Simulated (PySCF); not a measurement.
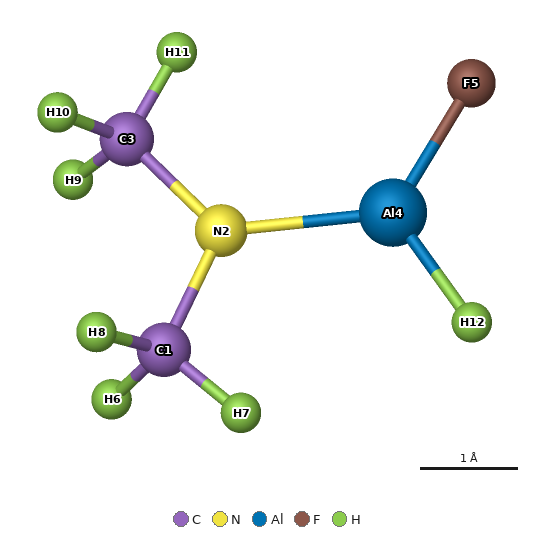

Fig. 1: The structure as given in the input (ball-and-stick view, seen at a tilt; atoms are numbered from 1 in the order of the input). Sticks mark near contacts.

## What a change does: NMR shielding calculation on C$_{2}$H$_{7}$AlFN

System: C$_{2}$H$_{7}$AlFN, SMILES C[N](C)[AlH][F].
Method of the first run: GIAO PBE0/pcSseg-1 NMR shielding, non-relativistic, gas phase (PySCF 2.14.0).

The geometry comes from this level: GFN2-xTB. Text and figures count atoms from 1; the logs count them from 0 in places.

## Input, the first run
```
{"job": {"kind": "nmr", "xc": "PBE0", "basis": "pcSseg-1"}, "charge": 0, "multiplicity": 1}
C     -0.854380    -1.087834    -0.007272
N      0.055634     0.040913    -0.002728
C     -0.624548     1.323006     0.039401
Al     1.818061    -0.278818    -0.046637
F      2.968164     0.899742    -0.050107
H     -1.515863    -1.061400    -0.880262
H     -0.265657    -2.006568    -0.040882
H     -1.476279    -1.101757     0.894566
H     -1.275987     1.452832    -0.832876
H     -1.240087     1.413253     0.941949
H      0.120218     2.120468     0.042974
H      2.291921    -1.714523    -0.084155
```

The first line tells a small driver script what to run in PySCF; the rest is the geometry in Å.

Launched with:
```bash
OMP_NUM_THREADS=1 python <driver script> task.json out
```

Hardware: 1 CPU thread, shared host.

## Output (the first run)
```
coarse grid: 10288 points
cycle   1  E = -477.0129641723  dE =  2.121e-01  |g| = 6.753e-01  |ddm| = 2.939e+00
cycle   2  E = -476.8986921935  dE =  1.143e-01  |g| = 1.084e+00  |ddm| = 1.109e+00
cycle   3  E = -477.0971380222  dE = -1.984e-01  |g| = 4.653e-02  |ddm| = 6.955e-01
cycle   4  E = -477.0974675083  dE = -3.295e-04  |g| = 2.638e-02  |ddm| = 4.323e-02
cycle   5  E = -477.0976056638  dE = -1.382e-04  |g| = 7.214e-03  |ddm| = 1.765e-02
cycle   6  E = -477.0976136233  dE = -7.960e-06  |g| = 2.839e-03  |ddm| = 6.038e-03
final grid: 94512 points
cycle   7  E = -477.1310045796  dE = -2.452e-05  |g| = 5.035e-03  |ddm| = 1.524e-02
cycle   8  E = -477.1310032622  dE =  1.317e-06  |g| = 5.660e-03  |ddm| = 6.289e-03
cycle   9  E = -477.1310099541  dE = -6.692e-06  |g| = 5.524e-04  |ddm| = 3.474e-03
cycle  10  E = -477.1310099958  dE = -4.170e-08  |g| = 1.844e-04  |ddm| = 4.219e-04
cycle  11  E = -477.1310100021  dE = -6.267e-09  |g| = 4.580e-05  |ddm| = 1.482e-04
cycle  12  E = -477.1310100024  dE = -3.490e-10  |g| = 1.955e-05  |ddm| = 4.297e-05
converged SCF energy = -477.1310100024

GIAO shielding tensors (ppm)
atom      isotropic    diamagn.    paramagn.     s11        s22        s33       span
  0 C      147.228     244.126     -96.898    119.662    139.310    182.711     63.050
  1 N      205.482     324.525    -119.043    131.898    223.217    261.332    129.434
  2 C      144.491     243.366     -98.875    117.443    133.622    182.409     64.966
  3 Al     425.129     796.304    -371.175    382.319    409.816    483.252    100.933
  4 F      343.186     470.108    -126.922    260.651    344.721    424.187    163.536
  5 H       29.198      29.253      -0.055     24.693     27.055     35.846     11.153
  6 H       28.412      30.119      -1.707     23.784     27.679     33.772      9.987
  7 H       29.199      29.257      -0.059     24.693     27.053     35.850     11.158
  8 H       29.076      28.939       0.136     24.771     26.773     35.684     10.913
  9 H       29.084      28.953       0.131     24.786     26.778     35.688     10.902
 10 H       28.209      29.276      -1.067     23.273     27.444     33.910     10.637
 11 H       27.736      30.044      -2.308     23.827     26.049     33.330      9.503
```

The input of the second run differs as follows (lines with − go, lines with + come):
```diff
-"basis": "pcSseg-1"
+"basis": "cc-pVTZ"
+"pop": true
+"scf": {"guess": "huckel"}
```

Predict how the results change.

The total energy of the second run is 80.1 kcal/mol lower, which measures the change of basis and not a stability. The LUMO goes from −0.22 to −0.27 eV. The dipole moment goes from 2.15 to 1.97 D. Of all shieldings, the largest change is that of N2, by −5.1 ppm. The number of SCF iterations is the same. The basis functions go from 127 to 252.

## Output (the second run)
```
final grid: 94512 points
cycle   1  E = -475.3565230330  dE =  4.180e-02  |g| = 3.143e+00  |ddm| = 9.032e+00
cycle   2  E = -474.6061036764  dE =  7.504e-01  |g| = 3.538e+00  |ddm| = 9.087e+00
cycle   3  E = -477.2101188175  dE = -2.604e+00  |g| = 4.822e-01  |ddm| = 5.330e+00
cycle   4  E = -477.2090006847  dE =  1.118e-03  |g| = 4.810e-01  |ddm| = 1.228e+00
cycle   5  E = -477.2578324722  dE = -4.883e-02  |g| = 5.651e-02  |ddm| = 6.246e-01
cycle   6  E = -477.2585674180  dE = -7.349e-04  |g| = 1.239e-02  |ddm| = 9.888e-02
cycle   7  E = -477.2586008776  dE = -3.346e-05  |g| = 3.395e-03  |ddm| = 2.208e-02
cycle   8  E = -477.2586032731  dE = -2.395e-06  |g| = 8.321e-04  |ddm| = 6.251e-03
cycle   9  E = -477.2586034350  dE = -1.619e-07  |g| = 1.960e-04  |ddm| = 1.386e-03
cycle  10  E = -477.2586034406  dE = -5.608e-09  |g| = 8.249e-05  |ddm| = 2.893e-04
cycle  11  E = -477.2586034417  dE = -1.102e-09  |g| = 3.399e-05  |ddm| = 1.619e-04
cycle  12  E = -477.2586034420  dE = -2.893e-10  |g| = 4.064e-06  |ddm| = 5.949e-05
converged SCF energy = -477.2586034420

GIAO shielding tensors (ppm)
atom      isotropic    diamagn.    paramagn.     s11        s22        s33       span
  0 C      150.417     241.778     -91.361    124.091    142.156    185.004     60.913
  1 N      200.426     298.536     -98.110    123.363    225.168    252.748    129.385
  2 C      147.669     241.791     -94.122    121.756    136.372    184.881     63.125
  3 Al     421.986     804.103    -382.117    375.081    405.643    485.235    110.154
  4 F      344.008     464.554    -120.546    267.228    341.158    423.639    156.411
  5 H       29.223      29.276      -0.052     24.878     27.276     35.516     10.638
  6 H       28.336      30.138      -1.802     24.032     27.632     33.344      9.311
  7 H       29.225      29.281      -0.057     24.879     27.273     35.522     10.643
  8 H       29.110      29.143      -0.033     24.922     27.036     35.373     10.451
  9 H       29.118      29.153      -0.036     24.936     27.041     35.376     10.441
 10 H       28.244      29.547      -1.303     23.689     27.503     33.541      9.852
 11 H       27.680      30.341      -2.662     23.535     26.355     33.148      9.613
```

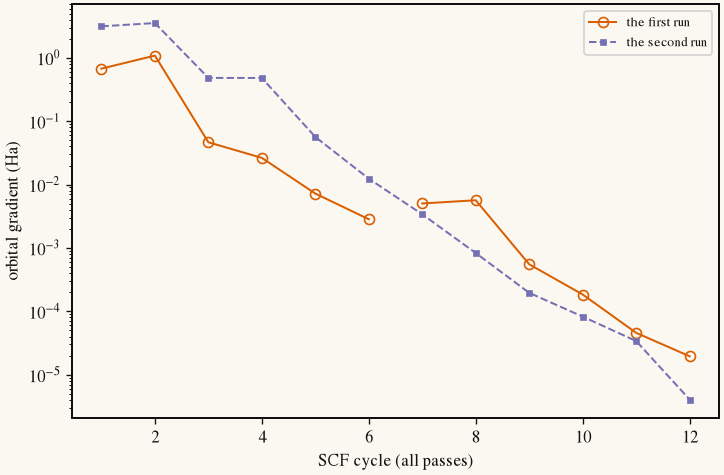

Fig. 2: Convergence of the two runs: orbital gradient against the SCF cycle. A break in a curve parts two SCF passes (coarse and final grid). The first run takes 12 cycles in all, and the second run takes 12.

## The two runs side by side

```tsv
quantity	the first run	the second run
outcome	converged	converged
total energy (hartree)	−477.131010	−477.258603
HOMO (eV)	−6.54	−6.54
LUMO (eV)	−0.22	−0.27
dipole moment (D)	2.15	1.97
shielding of C1 (ppm)	147.2	150.4
shielding of N2 (ppm)	205.5	200.4
shielding of C3 (ppm)	144.5	147.7
shielding of Al4 (ppm)	425.1	422.0
shielding of F5 (ppm)	343.2	344.0
shielding of H7 (ppm)	28.4	28.3
shielding of H12 (ppm)	27.7	27.7
SCF iterations	12	12
basis functions	127	252
wall time (shared host)	12 s	30 s
```
